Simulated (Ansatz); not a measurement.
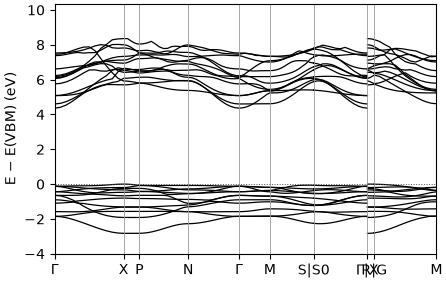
Fig. 1. Band structure from DFT-PBEsol in the program Ansatz with PAW potentials

### Question
Read off the gap and where the band edges lie.

### Answer
About 4.4 eV (4.36 eV by a search for the band edges); maximum at X, minimum at Γ.

The material is Cs2CaBr4 in space group I4/mmm (No. 139; Cs on 4e, Ca on 2a, Br on 4e, Br on 4c).

The workflow started from a Materials Project entry (that database holds measured and hypothetical structures alike); the Crystallography Open Database copy checked does not list it. Whether it is the stable phase at ambient conditions was not checked. Symmetry was held in the PBEsol relaxation; whether a distortion lowers the energy is not shown. Scalar-relativistic: spin–orbit coupling is off unless named, which matters more the heavier the elements.

Potentials: the later of the program's two PAW sets.
